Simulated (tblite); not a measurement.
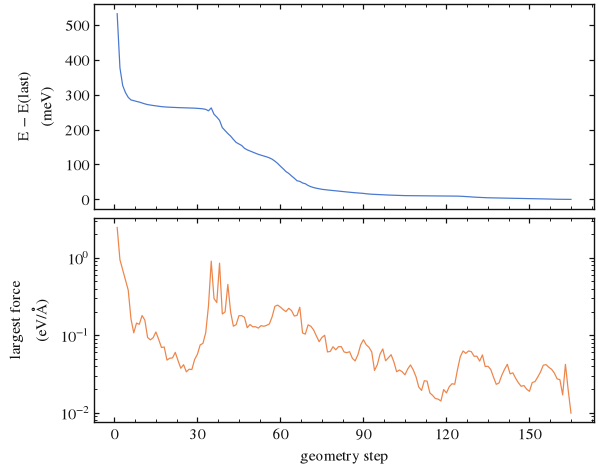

History of a geometry optimisation.

The run: C6H11O2 (SMILES C=C(C)[C@H]([O])OCC), multiplicity 2, by GFN2-xTB geometry optimisation, gas phase (tblite).

**How did it end, and what did it gain?**

The optimisation met its thresholds at geometry 165, counting the start as the first. The energy fell by about 530 meV from the first step to the last, with a rise at step 35. The largest force goes from about 2.5 eV/Å at the start to 0.01 eV/Å at the end.
